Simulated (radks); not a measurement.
# Ionisation energy and size from La to Gd, part 2 of 2

Aim: how ionisation energy and size change along these elements, and how far this level of theory lands from NIST. Each species and its ion are run in their NIST ground configurations.

The radial solver radks; scalar-relativistic Kohn-Sham, LDA (Slater exchange, Perdew-Wang correlation), spin-polarised, spherical densities, point nucleus; open shells are filled with parallel spins first. In the logs a row gives level, spin channel, occupation and eigenvalue; Etot, Ekin, Encl (electron-nucleus), Eh (Hartree) and Exc are energies, all in hartree; err is the last residual, it the number of iterations. The steps go on from the part before.

## Step 10: Pm, [Xe] 4f5 6s2

Settings of this run:

```text
Z 61
configuration [Xe] 4f5 6s2
relativity scalar-relativistic
functional lda,pw
spin polarised
nucleus point
c 137.035999084
```

What it wrote:

```text
1s      1   1.0000       -1652.96424249
2s      1   1.0000        -268.76585745
2p      1   3.0000        -240.12197808
3s      1   1.0000         -58.58989932
3p      1   3.0000         -49.59541808
3d      1   5.0000         -37.23309872
4s      1   1.0000         -11.66934385
4p      1   3.0000          -8.71650516
4d      1   5.0000          -4.54528788
4f      1   5.0000          -0.12133595
5s      1   1.0000          -1.57047274
5p      1   3.0000          -0.85754676
6s      1   1.0000          -0.13818018
1s      2   1.0000       -1652.96425032
2s      2   1.0000        -268.76415031
2p      2   3.0000        -240.12080376
3s      2   1.0000         -58.53508137
3p      2   3.0000         -49.54108430
3d      2   5.0000         -37.19045772
4s      2   1.0000         -11.53459397
4p      2   3.0000          -8.58187055
4d      2   5.0000          -4.41182037
4f      2   0.0000          -0.00948279
5s      2   1.0000          -1.49108732
5p      2   3.0000          -0.79672044
6s      2   1.0000          -0.13025715
Etot -10013.657885340823
Ekin 10678.626450509104
Encl -24357.047753103347
Eh 3886.4996561520584
Exc -221.73623889863802
err 4.732679334846876e-10
it 15
```

4f up is the highest filled level (-3.302 eV).

## Step 11: Pm⁺, [Xe] 4f5 6s1

Settings of this run:

```text
Z 61
configuration [Xe] 4f5 6s1
relativity scalar-relativistic
functional lda,pw
spin polarised
nucleus point
c 137.035999084
```

What it wrote:

```text
1s      1   1.0000       -1653.18962626
2s      1   1.0000        -268.99048186
2p      1   3.0000        -240.34666083
3s      1   1.0000         -58.81382878
3p      1   3.0000         -49.81936046
3d      1   5.0000         -37.45709454
4s      1   1.0000         -11.89362865
4p      1   3.0000          -8.94089877
4d      1   5.0000          -4.76987177
4f      1   5.0000          -0.34601138
5s      1   1.0000          -1.79623353
5p      1   3.0000          -1.08291483
6s      1   1.0000          -0.32700749
1s      2   1.0000       -1653.18924653
2s      2   1.0000        -268.98853199
2p      2   3.0000        -240.34526239
3s      2   1.0000         -58.75856787
3p      2   3.0000         -49.76458593
3d      2   5.0000         -37.41406142
4s      2   1.0000         -11.75795247
4p      2   3.0000          -8.80527143
4d      2   5.0000          -4.63525951
4f      2   0.0000          -0.23046007
5s      2   1.0000          -1.71440423
5p      2   3.0000          -1.01768322
6s      2   0.0000          -0.29045883
Etot -10013.447348754793
Ekin 10678.420678194652
Encl -24343.240393294007
Eh 3872.9749528496095
Exc -221.60258650504943
err 1.6475333032301411e-09
it 15
```

E(Pm⁺) − E(Pm) = 5.729 eV.

## Step 12: Sm, [Xe] 4f6 6s2

Settings of this run:

```text
Z 62
configuration [Xe] 4f6 6s2
relativity scalar-relativistic
functional lda,pw
spin polarised
nucleus point
c 137.035999084
```

What it wrote:

```text
1s      1   1.0000       -1713.76672836
2s      1   1.0000        -280.05424240
2p      1   3.0000        -249.92532385
3s      1   1.0000         -61.33961698
3p      1   3.0000         -51.92086623
3d      1   5.0000         -39.13385293
4s      1   1.0000         -12.21533652
4p      1   3.0000          -9.11890423
4d      1   5.0000          -4.77420903
4f      1   6.0000          -0.13996596
5s      1   1.0000          -1.62645169
5p      1   3.0000          -0.88175808
6s      1   1.0000          -0.14013051
1s      2   1.0000       -1713.76673254
2s      2   1.0000        -280.05187238
2p      2   3.0000        -249.92366902
3s      2   1.0000         -61.26922412
3p      2   3.0000         -51.85109004
3d      2   5.0000         -39.07918874
4s      2   1.0000         -12.04810295
4p      2   3.0000          -8.95228597
4d      2   5.0000          -4.60961047
4f      2   0.0000          -0.00185203
5s      2   1.0000          -1.53198234
5p      2   3.0000          -0.81006848
6s      2   1.0000          -0.13126194
Etot -10420.207939158183
Ekin 11136.626604691719
Encl -25376.461201731654
Eh 4047.9063312744975
Exc -228.27967339274574
err 4.5387771601769364e-10
it 15
```

6s down is the highest filled level (-3.572 eV).

## Step 13: Sm⁺, [Xe] 4f6 6s1

Settings of this run:

```text
Z 62
configuration [Xe] 4f6 6s1
relativity scalar-relativistic
functional lda,pw
spin polarised
nucleus point
c 137.035999084
```

What it wrote:

```text
1s      1   1.0000       -1713.99520544
2s      1   1.0000        -280.28198392
2p      1   3.0000        -250.15311904
3s      1   1.0000         -61.56669724
3p      1   3.0000         -52.14795823
3d      1   5.0000         -39.36099560
4s      1   1.0000         -12.44274551
4p      1   3.0000          -9.34641506
4d      1   5.0000          -5.00189280
4f      1   6.0000          -0.36774380
5s      1   1.0000          -1.85519747
5p      1   3.0000          -1.11010090
6s      1   1.0000          -0.33147054
1s      2   1.0000       -1713.99482348
2s      2   1.0000        -280.27937255
2p      2   3.0000        -250.15124194
3s      2   1.0000         -61.49587345
3p      2   3.0000         -52.07775344
3d      2   5.0000         -39.30594976
4s      2   1.0000         -12.27462438
4p      2   3.0000          -9.17884399
4d      2   5.0000          -4.83619443
4f      2   0.0000          -0.22588884
5s      2   1.0000          -1.75831923
5p      2   3.0000          -1.03396155
6s      2   0.0000          -0.29318386
Etot -10419.995522090398
Ekin 11136.418571999777
Encl -25362.23587694839
Eh 4033.9667404072097
Exc -228.1449575489936
err 2.3941462718277893e-09
it 15
```

E(Sm⁺) − E(Sm) = 5.780 eV.

## Step 14: Eu, [Xe] 4f7 6s2

Settings of this run:

```text
Z 63
configuration [Xe] 4f7 6s2
relativity scalar-relativistic
functional lda,pw
spin polarised
nucleus point
c 137.035999084
```

What it wrote:

```text
1s      1   1.0000       -1775.87170543
2s      1   1.0000        -291.62160700
2p      1   3.0000        -259.93164833
3s      1   1.0000         -64.15314177
3p      1   3.0000         -54.29097412
3d      1   5.0000         -41.06876145
4s      1   1.0000         -12.76926143
4p      1   3.0000          -9.52392959
4d      1   5.0000          -5.00228716
4f      1   7.0000          -0.15569378
5s      1   1.0000          -1.68214708
5p      1   3.0000          -0.90516421
6s      1   1.0000          -0.14205642
1s      2   1.0000       -1775.87170577
2s      2   1.0000        -291.61847789
2p      2   3.0000        -259.92943741
3s      2   1.0000         -64.06601013
3p      2   3.0000         -54.20458344
3d      2   5.0000         -41.00118235
4s      2   1.0000         -12.56853314
4p      2   3.0000          -9.32443328
4d      2   5.0000          -4.80576045
4f      2   0.0000           0.00027128
5s      2   1.0000          -1.57274357
5p      2   3.0000          -0.82284982
6s      2   1.0000          -0.13228343
Etot -10836.97442775023
Ekin 11608.07076134432
Encl -26424.522535440727
Eh 4214.439343607461
Exc -234.96199726128356
err 2.1904363932650953e-09
it 15
```

6s down is the highest filled level (-3.600 eV).

## Step 15: Eu⁺, [Xe] 4f7 6s1

Settings of this run:

```text
Z 63
configuration [Xe] 4f7 6s1
relativity scalar-relativistic
functional lda,pw
spin polarised
nucleus point
c 137.035999084
```

What it wrote:

```text
1s      1   1.0000       -1776.10311566
2s      1   1.0000        -291.85229836
2p      1   3.0000        -260.16238974
3s      1   1.0000         -64.38319571
3p      1   3.0000         -54.52103886
3d      1   5.0000         -41.29887494
4s      1   1.0000         -12.99962416
4p      1   3.0000          -9.75438939
4d      1   5.0000          -5.23290720
4f      1   7.0000          -0.38641012
5s      1   1.0000          -1.91375290
5p      1   3.0000          -1.13636454
6s      1   1.0000          -0.33584083
1s      2   1.0000       -1776.10273121
2s      2   1.0000        -291.84892926
2p      2   3.0000        -260.15995840
3s      2   1.0000         -64.29564324
3p      2   3.0000         -54.43422977
3d      2   5.0000         -41.23092302
4s      2   1.0000         -12.79803978
4p      2   3.0000          -9.55397251
4d      2   5.0000          -5.03531697
4f      2   0.0000          -0.21753305
5s      2   1.0000          -1.80196837
5p      2   3.0000          -1.04954959
6s      2   0.0000          -0.29589086
Etot -10836.760133021457
Ekin 11607.860388974823
Encl -26409.882992222752
Eh 4200.088815860662
Exc -234.8263456341885
err 2.3892869189863936e-09
it 16
```

Ionisation energy of Eu: 5.831 eV.

## Step 16: Gd, [Xe] 4f7 5d1 6s2

Settings of this run:

```text
Z 64
configuration [Xe] 4f7 5d1 6s2
relativity scalar-relativistic
functional lda,pw
spin polarised
nucleus point
c 137.035999084
```

What it wrote:

```text
1s      1   1.0000       -1839.54291716
2s      1   1.0000        -303.74061704
2p      1   3.0000        -270.40649980
3s      1   1.0000         -67.32949518
3p      1   3.0000         -57.00309542
3d      1   5.0000         -43.33219660
4s      1   1.0000         -13.60797421
4p      1   3.0000         -10.20197740
4d      1   5.0000          -5.48942110
4f      1   7.0000          -0.38869622
5s      1   1.0000          -1.87349787
5p      1   3.0000          -1.03817736
5d      1   1.0000          -0.11386068
6s      1   1.0000          -0.16459308
1s      2   1.0000       -1839.54293532
2s      2   1.0000        -303.73582009
2p      2   3.0000        -270.40298518
3s      2   1.0000         -67.22940756
3p      2   3.0000         -56.90379221
3d      2   5.0000         -43.25424392
4s      2   1.0000         -13.38657936
4p      2   3.0000          -9.98294581
4d      2   5.0000          -5.27467154
4f      2   0.0000          -0.19803296
5s      2   1.0000          -1.75469058
5p      2   3.0000          -0.94431325
5d      2   0.0000          -0.07368062
6s      2   1.0000          -0.14424862
Etot -11263.910948561206
Ekin 12093.22582287553
Encl -27486.32054689144
Eh 4370.5355099809585
Exc -241.35173452625665
err 4.23893102942743e-10
it 15
```

5d up is the highest filled level (-3.098 eV).

## Step 17: Gd⁺, [Xe] 4f7 5d1 6s1

Settings of this run:

```text
Z 64
configuration [Xe] 4f7 5d1 6s1
relativity scalar-relativistic
functional lda,pw
spin polarised
nucleus point
c 137.035999084
```

What it wrote:

```text
1s      1   1.0000       -1839.77922891
2s      1   1.0000        -303.97616210
2p      1   3.0000        -270.64205652
3s      1   1.0000         -67.56495369
3p      1   3.0000         -57.23855542
3d      1   5.0000         -43.56763707
4s      1   1.0000         -13.84345144
4p      1   3.0000         -10.43745542
4d      1   5.0000          -5.72489993
4f      1   7.0000          -0.62414416
5s      1   1.0000          -2.10902547
5p      1   3.0000          -1.27369524
5d      1   1.0000          -0.33848139
6s      1   1.0000          -0.36756114
1s      2   1.0000       -1839.77882105
2s      2   1.0000        -303.97099091
2p      2   3.0000        -270.63820713
3s      2   1.0000         -67.46444558
3p      2   3.0000         -57.13882923
3d      2   5.0000         -43.48926345
4s      2   1.0000         -13.62124309
4p      2   3.0000         -10.21754329
4d      2   5.0000          -5.50909476
4f      2   0.0000          -0.43110829
5s      2   1.0000          -1.98681898
5p      2   3.0000          -1.17418650
5d      2   0.0000          -0.27467814
6s      2   0.0000          -0.31496435
Etot -11263.681048693896
Ekin 12092.998513375169
Encl -27471.11697400768
Eh 4355.652575458054
Exc -241.21516351943856
err 6.0851507635700275e-09
it 14
```

E(Gd⁺) − E(Gd) = 6.256 eV.

## Step 18: What came out

The summary covers parts 1 to 2.

```csv
species,configuration,Δ-SCF (eV),NIST (eV),−ε(HOMO) (eV),its level,widest level,its <r> (bohr)
La,[Xe] 5d1 6s2,5.934,5.577 (exp.),3.391,5d,6s,4.43
Ce,[Xe] 4f1 5d1 6s2,6.063,5.539 (exp.),3.419,5d,6s,4.37
Pr,[Xe] 4f3 6s2,5.625,5.470 (semi-emp.),1.999,4f,6s,4.49
Nd,[Xe] 4f4 6s2,5.677,5.525 (exp.),2.704,4f,6s,4.44
Pm,[Xe] 4f5 6s2,5.729,5.582 (exp.),3.302,4f,6s,4.39
Sm,[Xe] 4f6 6s2,5.780,5.644 (exp.),3.572,6s,6s,4.35
Eu,[Xe] 4f7 6s2,5.831,5.670 (exp.),3.600,6s,6s,4.30
Gd,[Xe] 4f7 5d1 6s2,6.256,6.150 (exp.),3.098,5d,6s,4.07
```

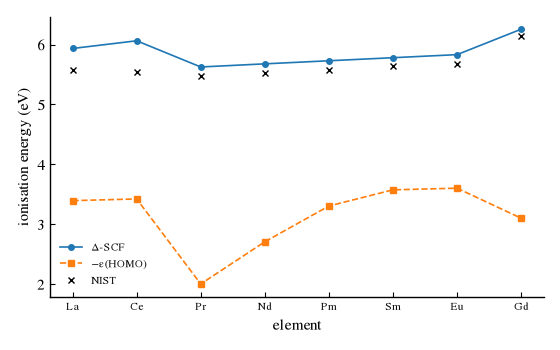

Computed and tabulated ionisation energies along the set.

In words: Reference values: NIST Atomic Spectra Database (exp. measured, semi-emp. semi-empirical, theory a theoretical value adopted there). By these runs, which need not match the measured order, Gd holds its electron most tightly (6.256 eV) and Pr least (5.625 eV); the widest outer orbital is the 6s of Pr. The Δ-SCF values miss the measured or semi-empirical entries by +3.9 % in the signed mean; the largest miss is +9.5 % (Ce). For La, Ce, Pr, Nd, Pm, Gd the highest level isn't the widest one, so −ε(HOMO) and <r> belong to different orbitals, and Δ-SCF follows the ion's typed configuration. Open shells are spherical and high-spin; term and fine-structure splittings are not resolved. Spin-orbit splitting is averaged out at the scalar-relativistic level.
